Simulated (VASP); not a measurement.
Band structure of PbO2 (rutile). These are MS2 meta-GGA, VASP's PBE PAW potentials (set 64) (plane waves; VASP) values and carry that method's errors.

The path is coarsely sampled, so an indirect gap can come out somewhat too large. Unless said otherwise, spin-orbit coupling is left out, though it shifts the bands of the heavy elements here.

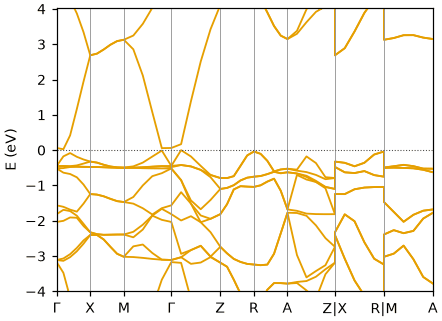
Fig. 1. Bands along high-symmetry lines, zero at the valence-band maximum or, without a gap, the Fermi level

Q: Read the plot: is there a gap, and where are the band edges?

A: The gap is indirect, 0.03 eV, from the valence maximum at Γ-Z at 0.20 to the conduction minimum at Γ-X at 0.20.

The compound is PbO2 in the rutile structure. It was relaxed first.
